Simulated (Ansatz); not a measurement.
# BCCD(T)/6-31G run of [PH4]+ (phosphonium)

Aim: the vertical singlet–triplet gap of [PH4]+ (phosphonium) at BCCD(T)/6-31G, from 2 runs. 

Program for the calculation: Ansatz 0.2.0.

### Step 1. The molecule

The species is [PH4]+ (5 atoms), meant as a singlet with charge +1. As SMILES, `[PH4+]`. The coordinates come from a GFN2-xTB relaxation.

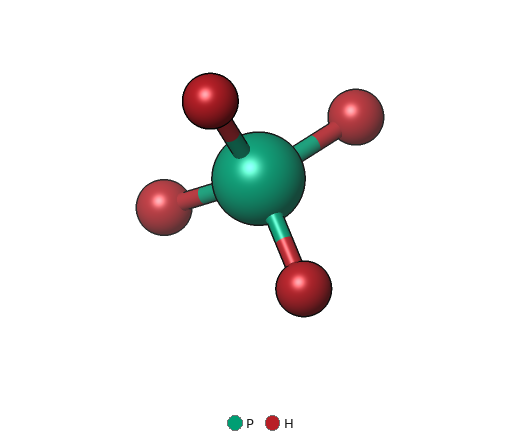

Viewed from a chosen angle; phosphorus teal, hydrogen red.

### Step 2. The energy at BCCD(T)/6-31G

Input file run.yaml:

```yaml
basis:
  gaussian: {orbitals: 6-31G}
crystal:
  periodic: [false, false, false]
  atoms:
    - {symbol: P, position_ang: [-0.000020, -0.000000, 0.000050]}
    - {symbol: H, position_ang: [1.357460, -0.061330, 0.210450]}
    - {symbol: H, position_ang: [-0.617320, -1.016050, 0.691010]}
    - {symbol: H, position_ang: [-0.261860, -0.133750, -1.343340]}
    - {symbol: H, position_ang: [-0.478250, 1.211140, 0.441830]}
total_charge: 1
correlation: {method: bccd_t, frozen_orbitals: {H: 0, P: 5}}
accuracy: high
scf: {omitted_lower_state_checks: [cluster_reference, increment]}
```

Run with:

```console
$ ansatz run run.yaml --threads 1 --pin off --max-ram 2610MiB --events-out events.jsonl --progress --plain --runs-dir runs
```

What it wrote (excerpt; [...] marks lines left out):

```text
Warning: RAYON_NUM_THREADS=1 ignored (pool sized by the plan → 1); use --threads N
Functional definition: HF
  name "HF"
[...]
478 factors; integrals over basis functions are off by at most 3.8e-9 eV
[...]
mean field -9325.23093475 eV, -342.6959159835 hartree, gradient 4.6e-9 eV, S^2 0.000000; 0 other end points of the search recorded, 0 dependent functions left out
5 core orbitals not correlated: weight in the atoms' cores, before any rotation towards them, 1.000 or more for the frozen orbitals, at most 0.000 for the correlated occupied ones
reference -9325.23093475 eV, -342.6959159835 hartree; 4, 4 occupied and 12, 12 virtual orbitals, 478 factors
second order -1.79499077 eV of doubles, -0.00000000 eV of singles
cycle   1  -2.22594712 eV  change   -4.3e-1 eV  update   4.9e-2
[...]
cycle  16  -2.42653777 eV  change  -1.6e-10 eV  update  3.6e-10
perturbative correction -0.02009536 eV, -0.0007384910 hartree
Total energy: -9327.67756788 eV, -342.7858280927 hartree
Checks for a lower state left out: cluster_reference, increment
```

Wall time 0.24 s (1 thread of AMD EPYC 7R43 (Zen 3), shared host).

### Step 3. The triplet, same level

Input file input.yaml:

```yaml
crystal:
  periodic: [false, false, false]
  atoms:
    - symbol: P
      position_ang: [-0.000020, -0.000000, 0.000050]
    - symbol: H
      position_ang: [1.357460, -0.061330, 0.210450]
    - symbol: H
      position_ang: [-0.617320, -1.016050, 0.691010]
    - symbol: H
      position_ang: [-0.261860, -0.133750, -1.343340]
    - symbol: H
      position_ang: [-0.478250, 1.211140, 0.441830]
basis:
  gaussian:
    orbitals: 6-31G
total_charge: 1
magnetization:
  spin_polarized: true
  initial_magnetization: 2
correlation:
  method: bccd_t
  frozen_orbitals: {H: 0, P: 5}
accuracy: high
scf:
  omitted_lower_state_checks: [cluster_reference, increment]
```

Run with:

```console
$ ansatz run input.yaml --threads 1 --pin off --max-ram 2610MiB --events-out events.jsonl --progress --plain --runs-dir runs
```

What it wrote (excerpt; [...] marks lines left out):

```text
Warning: RAYON_NUM_THREADS=1 ignored (pool sized by the plan → 1); use --threads N
[... 2 set-up lines as earlier in the session ...]
[...]
478 factors; integrals over basis functions are off by at most 3.8e-9 eV
[...]
mean field -9314.61365165 eV, -342.3057380261 hartree, gradient 8.5e-8 eV, S^2 2.005707; 6 other end points of the search recorded, 0 dependent functions left out
5 core orbitals not correlated: weight in the atoms' cores, before any rotation towards them, 1.000 or more for the frozen orbitals, at most 0.000 for the correlated occupied ones
reference -9314.61365165 eV, -342.3057380261 hartree; 5, 3 occupied and 11, 13 virtual orbitals, 478 factors
second order -1.49905971 eV of doubles, -0.00000000 eV of singles
cycle   1  -1.87485198 eV  change   -3.8e-1 eV  update   5.0e-2
[...]
cycle  44  -2.16145183 eV  change   4.1e-10 eV  update  2.0e-10
perturbative correction -0.07807299 eV, -0.0028691295 hartree
Total energy: -9316.85317647 eV, -342.3880390453 hartree
Checks for a lower state left out: cluster_reference, increment
```

Run time: 0.68 s. Hardware: 1 thread of AMD EPYC 7R43 (Zen 3), shared host.

### Step 4. What came out

Level: BCCD(T)/6-31G, 5 core orbitals frozen.

| quantity | value |
| --- | --- |
| singlet: total energy | -342.78583 Eh |
| singlet: correlation energy (5 core orbitals frozen) | -89.9 mEh |
| singlet: (T) correction | -0.74 mEh |
| triplet: total energy | -342.38804 Eh |
| triplet: correlation energy (5 core orbitals frozen) | -82.3 mEh |
| triplet: (T) correction | -2.87 mEh |
| triplet: ⟨S²⟩ of the reference determinant | 2.006 |
| vertical energy of the triplet above the singlet | 10.824 eV |

At this shape the triplet lies 10.82 eV (250 kcal/mol) above the singlet. The triples (singlet) make up 0.8 % of the correlation energy. The triples (triplet) make up 3.5 % of the correlation energy.
